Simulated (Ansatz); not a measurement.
**CCSDTQ/6-31G run of NH3 (ammonia)**

What is the energy change on altering one bond length of NH3 (ammonia) at CCSDTQ/6-31G? 

The calculation is run with Ansatz 0.2.0.

48 further runs of the same task are left out: 48 set aside as unsound or not needed.

**1. The system as given**

NH3 has 4 atoms, charge 0, and is taken as a singlet. SMILES: `N`. The shape is that of a PBE0-D4/def2-TZVP optimisation.

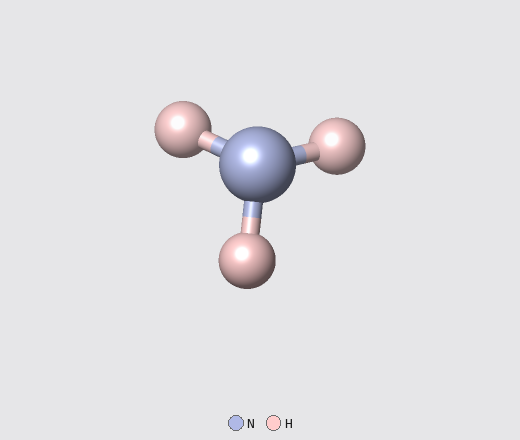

The structure, seen from a chosen angle (nitrogen light blue, hydrogen pink).

**2. A single-point energy at CCSDTQ/6-31G**

File input.yaml:

```yaml
crystal:
  periodic: [false, false, false]
  atoms:
    - {symbol: N, position_ang: [-0.069910, 0.249470, 0.110930]}
    - {symbol: H, position_ang: [0.490470, -0.301820, 0.749180]}
    - {symbol: H, position_ang: [-0.887480, -0.301940, -0.118910]}
    - {symbol: H, position_ang: [0.466920, 0.354280, -0.741200]}
basis:
  gaussian: {orbitals: 6-31G}
accuracy: high
correlation: {method: ccsdtq, frozen_orbitals: {H: 0, "N": 1}}
scf: {omitted_lower_state_checks: [cluster_reference, increment]}
```

Run with:

```bash
$ ansatz run input.yaml --threads 1 --pin off --max-ram 3480MiB --events-out events.jsonl --progress --plain --runs-dir runs
```

The program printed (excerpt; [...] marks lines left out):

```text
Warning: RAYON_NUM_THREADS=1 ignored (pool sized by the plan → 1); use --threads N
Functional definition: HF
  name "HF"
[...]
351 factors; integrals over basis functions are off by at most 8.1e-9 eV
[...]
mean field -1528.22837851 eV, -56.1613570397 hartree, gradient 2.1e-8 eV, S^2 0.000000; 0 other end points of the search recorded, 0 dependent functions left out
1 core orbitals not correlated: weight in the atoms' cores, before any rotation towards them, 1.000 or more for the frozen orbitals, at most 0.000 for the correlated occupied ones
reference -1528.22837851 eV, -56.1613570397 hartree; 4, 4 occupied and 10, 10 virtual orbitals, 351 factors
second order -3.15085813 eV of doubles, -0.00000000 eV of singles
cycle   1  -3.36378641 eV  change   -2.1e-1 eV  update   3.9e-2
[...]
cycle  19  -3.54971526 eV  change   1.7e-10 eV  update  1.7e-10
Total energy: -1531.77809377 eV, -56.2918066694 hartree
Checks for a lower state left out: cluster_reference, increment
```

It took 1.4 s on 1 thread of Intel Xeon 6975P-C (Granite Rapids), shared host.

**3. The distorted shape at the same level**

File in.yaml:

```yaml
crystal:
  periodic: [false, false, false]
  atoms:
    - {symbol: N, position_ang: [-0.209994, 0.387282, -0.048620]}
    - {symbol: H, position_ang: [0.490470, -0.301820, 0.749180]}
    - {symbol: H, position_ang: [-1.027564, -0.164128, -0.278460]}
    - {symbol: H, position_ang: [0.326836, 0.492092, -0.900750]}
basis:
  gaussian: {orbitals: 6-31G}
correlation: {method: ccsdtq, frozen_orbitals: {H: 0, "N": 1}}
accuracy: high
scf: {omitted_lower_state_checks: [cluster_reference, increment]}
```

Run with:

```bash
$ ansatz run in.yaml --threads 1 --pin off --max-ram 3480MiB --events-out events.jsonl --progress --plain --runs-dir runs
```

The program printed (excerpt; [...] marks lines left out):

```text
Warning: RAYON_NUM_THREADS=1 ignored (pool sized by the plan → 1); use --threads N
[... 2 set-up lines as earlier in the session ...]
[...]
350 factors; integrals over basis functions are off by at most 1.2e-8 eV
[...]
mean field -1527.22637289 eV, -56.1245340126 hartree, gradient 4.8e-8 eV, S^2 0.000000; 0 other end points of the search recorded, 0 dependent functions left out
1 core orbitals not correlated: weight in the atoms' cores, before any rotation towards them, 1.000 or more for the frozen orbitals, at most 0.000 for the correlated occupied ones
reference -1527.22637289 eV, -56.1245340126 hartree; 4, 4 occupied and 10, 10 virtual orbitals, 350 factors
second order -3.35220559 eV of doubles, -0.00000000 eV of singles
cycle   1  -3.56651881 eV  change   -2.1e-1 eV  update   4.8e-2
[...]
cycle  21  -3.81795381 eV  change  -1.2e-10 eV  update  1.5e-10
Total energy: -1531.04432670 eV, -56.2648412272 hartree
Checks for a lower state left out: cluster_reference, increment
```

Wall time 2.1 s (1 thread of Intel Xeon 6975P-C (Granite Rapids), shared host).

**4. Outcome**

At CCSDTQ/6-31G, 1 core orbital frozen:

| quantity | value |
| --- | --- |
| first shape: total energy | -56.29181 Eh |
| first shape: correlation energy (1 core orbital frozen) | -130.4 mEh |
| first shape: T1 diagnostic | 0.006 |
| distorted shape: total energy | -56.26484 Eh |
| distorted shape: correlation energy (1 core orbital frozen) | -140.3 mEh |
| distorted shape: T1 diagnostic | 0.008 |
| energy change with the N1–H2 bond stretched from 1.013 to 1.266 Å | 0.734 eV |

With the N1–H2 bond stretched from 1.013 to 1.266 Å the energy rises by 0.73 eV (16.9 kcal/mol). The first shape isn't relaxed at this level, so the change isn't measured from a minimum.
